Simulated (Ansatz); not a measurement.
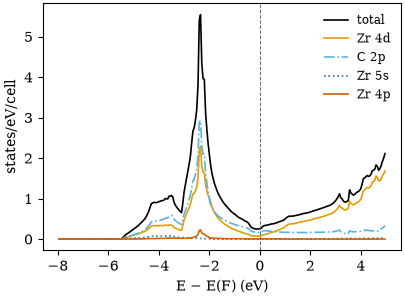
Fig. 1. Total and projected density of states of ZrC (rock salt, Fm-3m), DFT-LDA in the program Ansatz with PAW potentials

Task: Which orbitals carry the states next to the Fermi level?

Result: Within 0.5 eV of the Fermi level: C 2p 62 %, Zr 4d 34 %. Projections are on Löwdin-orthogonalised atomic valence shells; empty p or d shells of many metals are not among them.

Task: Where is the tallest occupied peak in this window, and what makes it?

Result: Near -2.3 eV, about 5.5 states/eV per cell; the largest projected share is C 2p.

Symmetry was held in the LDA relaxation; of distortions, only those at the zone centre were tested. The run is not spin-polarised. Scalar-relativistic: spin–orbit coupling is off unless named, which matters more the heavier the elements.

Potentials: the later of the program's two PAW sets.
